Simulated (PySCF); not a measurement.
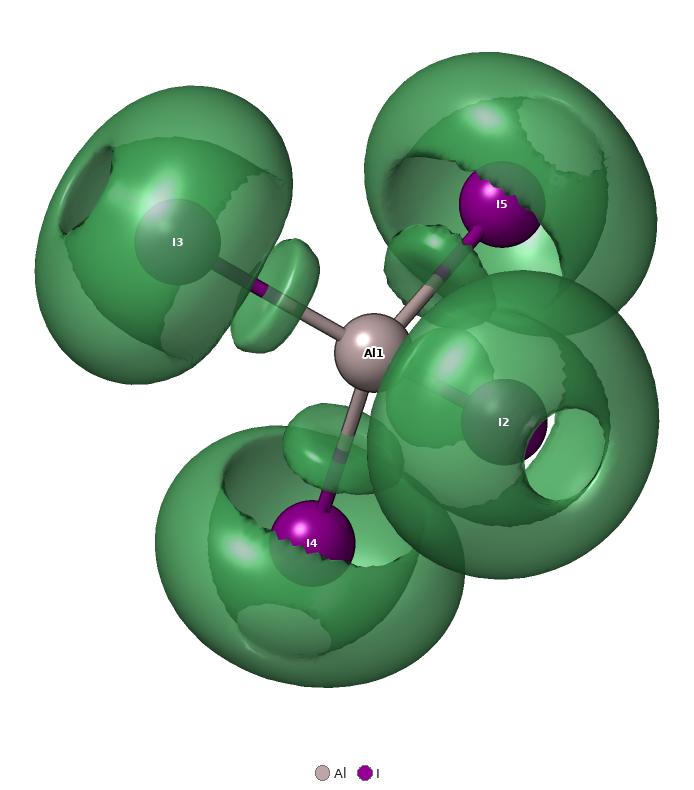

AlI4 (SMILES [I][Al-]([I])([I])[I]) (charge −1). Isosurface of the ELF at 0.75 (green), seen across its widest extent. Only the valence region is drawn (cores and ρ < 0.01 e/Å³ removed).

Geometry: PBE0-D3(BJ)/def2-SVP; core potentials replace the inner electrons of I.

All numbers below come from PySCF, B3LYP/def2-SVPD, SCF density, gas phase, scalar-relativistic core potentials on the heavy atoms.

Input

```
{"job": {"kind": "uv", "xc": "B3LYP", "basis": "def2-SVPD", "ip": false, "nstates": 15}, "charge": -1, "multiplicity": 1}
Al     0.016512    -0.021633    -0.012760
I      0.013593    -0.048688     2.539910
I      2.421585    -0.042222    -0.874120
I     -1.160928     2.087216    -0.839781
I     -1.215901    -2.085164    -0.875369
```

Run with:

```sh
OMP_NUM_THREADS=1 python probes_run.py task.json out
```

Where are the electrons localised?

The ELF exceeds this value in four regions between bonded Al–I atoms (shared pairs) and four rings or bowls of non-bonding electrons around I. Along the contacts the grid gives the following. Al–I (2.55 Å): the ELF peaks at about 0.85 in the valence shell of I, 1.4 Å from its nucleus, and is about 0.85 at the midpoint.
